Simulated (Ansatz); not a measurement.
C36H20O9 (SMILES c1coc(-c2ccc(-c3ccc(-c4ccc(-c5ccc(-c6ccc(-c7ccc(-c8ccc(-c9ccco9)o8)o7)o6)o5)o4)o3)o2)c1), 65 atoms.

Geometry: PBE-D4/def2-SVP.

Level of theory: RKS PBE0-D4/def2-SVP in Ansatz.

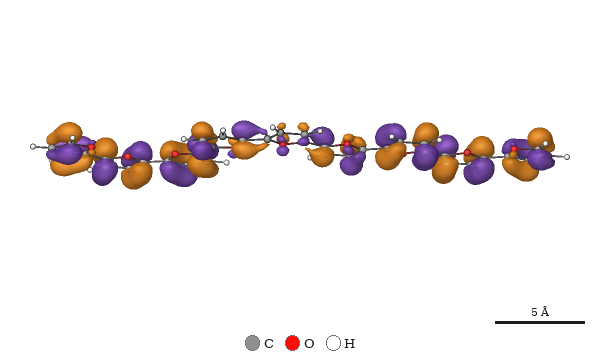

C36H20O9. The HOMO−1 at ±0.06 Å⁻³ᐟ² (orange and purple are the two phases), seen from one side.

Q: Where does this orbital lie, and at what energy?

A: No atom holds more than about 5 % of it (Hirshfeld); by element the shares are C 90 % and O 5 %; it changes sign across the molecular plane (π type). Its energy is −5.23 eV.
